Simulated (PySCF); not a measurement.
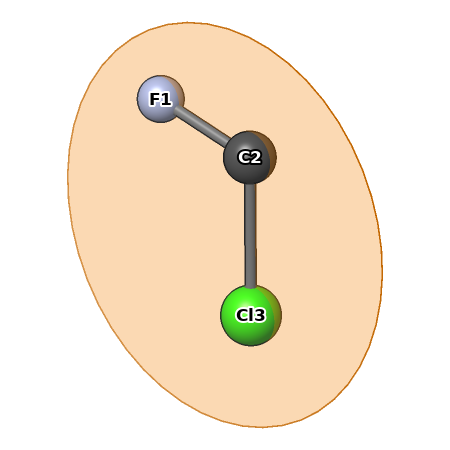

A disc through the centre of mass is drawn in. Depth is shown by fading: the farther an atom, the more it takes the colour of the background. The geometry was computed by an optimisation with PBE0-D3(BJ)/def2-SVP. No frequency run is at hand to confirm it as a minimum.

> Is the plane of the disc a mirror plane of the structure?

Yes. The reflection leaves F1, C2, Cl3 in place. The point group is Cs.
